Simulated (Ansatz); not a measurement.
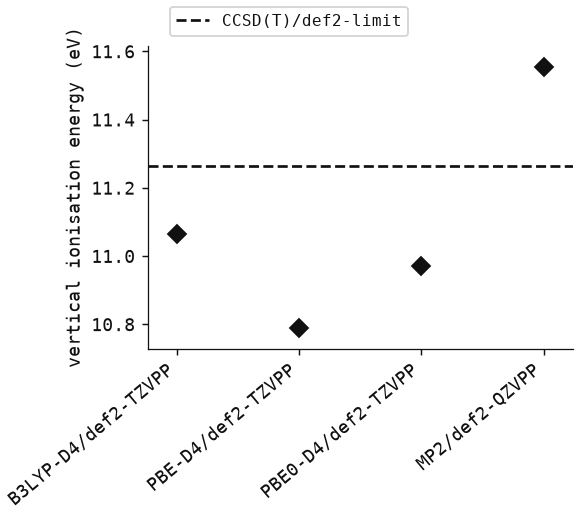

Vertical ionisation energy of CH₃BFN, SMILES B/C(=N\[H])F, taken as the energy of the cation less that of the neutral at fixed geometry (unrestricted doublet cation, cores frozen in correlated methods, no spin-orbit coupling), the Ansatz code, at a PBE0-D4/def2-TZVP geometry (a minimum by its frequencies). Limit means an estimate of the basis limit from triple and quadruple zeta; for coupled cluster it is either extrapolated directly or built as the MP2 limit plus the step from MP2 in triple zeta. The distance of MP2/def2-QZVPP to the limit includes basis error.

**What range do the values span, the line included?**

From 10.79 eV (PBE-D4/def2-TZVPP) to 11.55 eV (MP2/def2-QZVPP).

**Which level comes closest to the line (CCSD(T)/def2-limit), and which misses most?**

Closest B3LYP-D4/def2-TZVPP (11.07 eV), against 11.26 eV; farthest PBE-D4/def2-TZVPP (10.79 eV).
